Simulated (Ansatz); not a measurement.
W (bcc, W type)

```
CELL_PARAMETERS angstrom
     -1.58464     1.58464     1.58464
      1.58464    -1.58464     1.58464
      1.58464     1.58464    -1.58464
ATOMIC_POSITIONS crystal
  W  0.00000 0.00000 0.00000
```

Equation-of-state scan: isotropic scaling of the cell above, V₀ being its volume. Symmetry pins the atoms to their sites.

Level of theory: r2SCAN (plane waves to 500 eV, PAW, scalar-relativistic; Ansatz, a program for electronic structure). k mesh 21×21×21 (Γ-centred), Fermi-Dirac smearing 0.05 eV. The energy includes the smearing's −TS. Spin-orbit coupling is left out, though W is heavy. W is run without spin polarisation. W was relaxed with its symmetry unable to fall. The zero of ΔE is the relaxed starting cell.

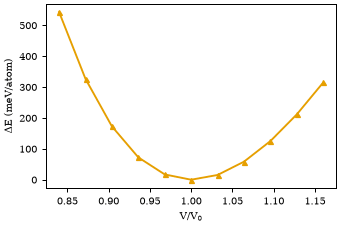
ΔE (meV/atom) against V/V₀; markers are the computed points, lines only join them.

Question: What is ΔE at V/V₀ = 1.160?

Answer: About 310 meV/atom.

Question: What is ΔE at V/V₀ = 0.840?

Answer: About 540 meV/atom.

Question: What bulk modulus B₀ follows from a third-order Birch-Murnaghan fit?

Answer: About 320 GPa.

(Under strain, the slope of the energy per volume gives the stress and its curvature an elastic modulus.)
